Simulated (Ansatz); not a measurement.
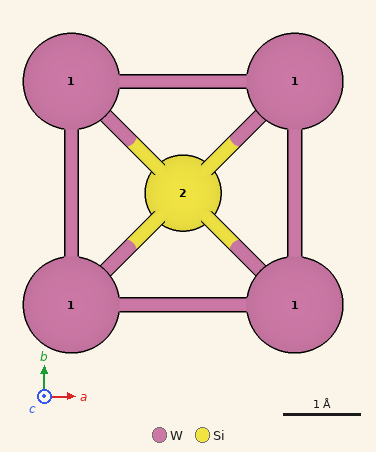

This is the input geometry for a relaxation of solid SiW (a generated structure, set up in Pm-3m). A ball-and-stick model of the cell of the calculation, seen along the c axis.

Case: cell and atoms relaxed from a first guess.

The calculation used DFT, PBE, PAW with Ansatz's default frozen-core files, scalar-relativistic in Ansatz.

The input:
```yaml
crystal:
  lattice:
    - [2.9294002053, 0.0, 0.0]
    - [0.0, 2.9294002053, 0.0]
    - [0.0, 0.0, 2.9294002053]
  atoms:
    - { symbol: W, position: [0.0, 0.0, 0.0] }
    - { symbol: Si, position: [0.5, 0.5, 0.5] }
kpoints:
  mp_grid: { grid: [11, 11, 11] }
scf:
  occupations: { method: fermi_dirac, width: 0.03 }
hamiltonian:
  xc: pbe
  pseudopotentials: { kind: paw }
output:
  forces: true
  stress: true
relax:
  f_tol: 0.005
  max_steps: 80
  cell: {}
```

Launched with:
```bash
ansatz run input.yaml --threads 1 --pin off --max-ram 2048MiB --backend cpu --events-out ev --progress --plain --runs-dir out
```

What does the optimiser find from here?

Answer. The atoms keep their places relative to the cell (all moves are under 0.005 Å). The volume changes by +13.7 %, with a = b = c 2.929 → 3.057 Å (+4.4 %). Some distances before and after: W1–W1 2.929 → 3.057 Å, W1–Si2 2.537 → 2.648 Å. The space group stays Pm-3m (No. 221). Over 3 accepted moves (4 points after the start) the energy falls by 0.372 eV per cell of the calculation. All forces vanish by symmetry, so only the cell relaxes. The pressure goes from 38.89 to 0.02 GPa. At 1 point the geometry stayed and the basis and grid were re-selected for the new cell (energy shift of 1.5 meV per cell of the calculation at most each time). Cost: 5.1 s on 1 thread of Arm Neoverse V2, on a shared host, peak memory 0.3 GiB.

Final geometry:

```xyz
2
Lattice="3.0571 0.0000 0.0000 0.0000 3.0571 0.0000 0.0000 0.0000 3.0571" Properties=species:S:1:pos:R:3 pbc="T T T"
W     0.0000    0.0000    0.0000
Si    1.5285    1.5285    1.5285
```

After the run, drawn alike:

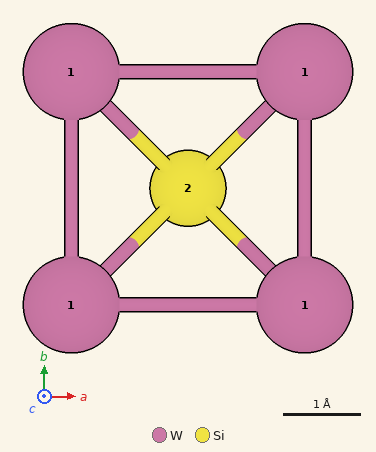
